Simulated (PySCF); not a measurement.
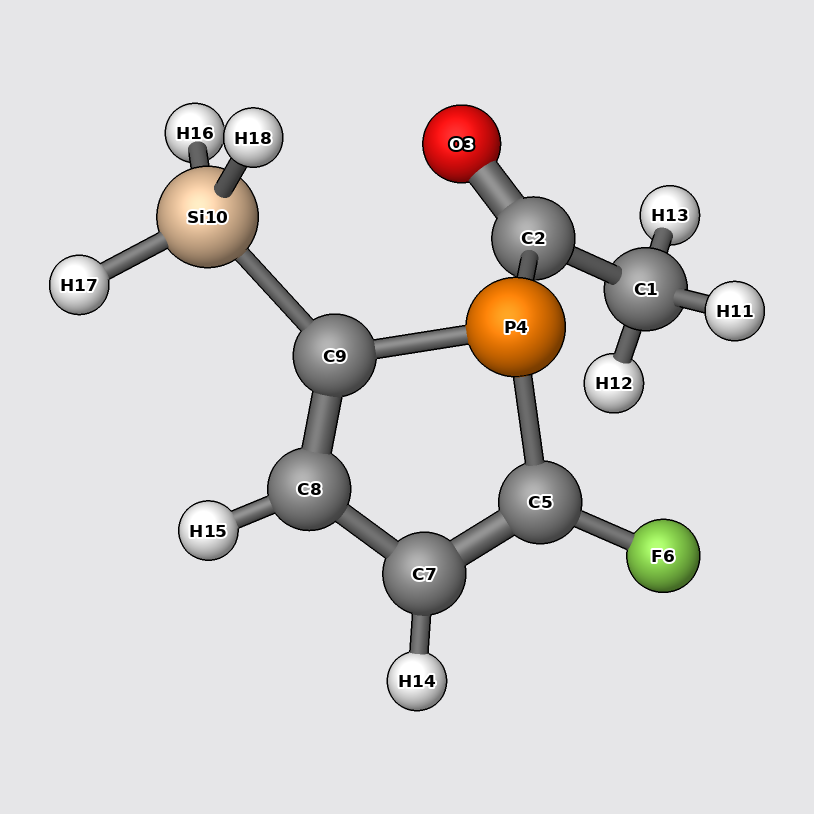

The thickness of each stick grows with its Mayer bond order. The geometry was computed by an optimisation with GFN2-xTB. No frequency run is at hand to confirm it as a minimum. Computed with PBE0/pcSseg-1 (PySCF 2.14.0).

List the Mayer bond orders of C1–C2, C2–O3, C2–P4, P4–C5, P4–C9, C5–F6, C5–C7, C7–C8, C8–C9, C9–Si10 (bonds between heavy atoms, one of each equivalent set).

```csv
bond,Mayer order,length (Å)
C1–C2,0.99,1.496
C2–O3,1.98,1.199
C2–P4,0.85,1.869
P4–C5,0.97,1.812
P4–C9,1.01,1.811
C5–F6,0.91,1.345
C5–C7,1.67,1.347
C7–C8,1.14,1.435
C8–C9,1.72,1.354
C9–Si10,0.84,1.884
```

The geometry is semi-empirical. Around P, Si such bond lengths and angles can be off by a tenth of an ångström or more and by several degrees, and values that hang on the shape move with them.
